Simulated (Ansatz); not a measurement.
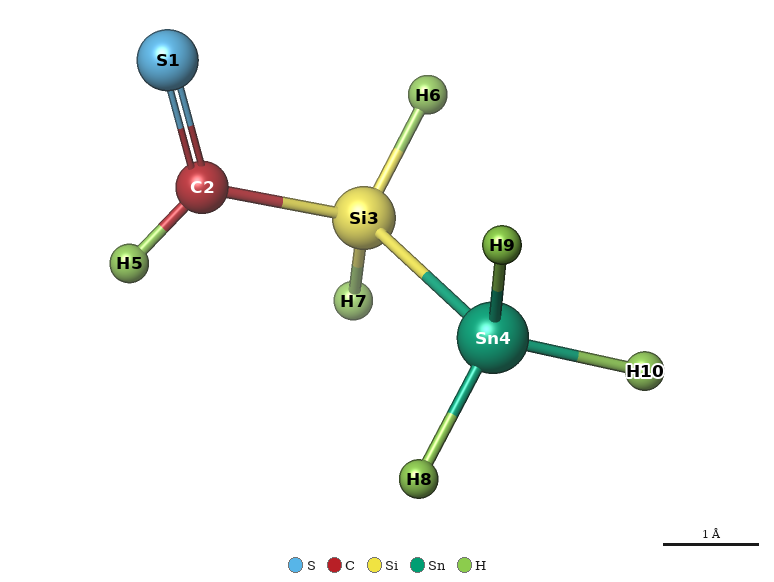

Orthographic view. Depth is shown by fading: the farther an atom, the more it takes the colour of the background. The geometry was computed by an optimisation with PBE-D4/def2-SVP. No frequency run is at hand to confirm it as a minimum.

Write the connection table.

S1: C2
C2: S1, Si3, H5
Si3: C2, Sn4, H6, H7
Sn4: Si3, H8, H9, H10
H5: C2
H6: Si3
H7: Si3
H8: Sn4
H9: Sn4
H10: Sn4
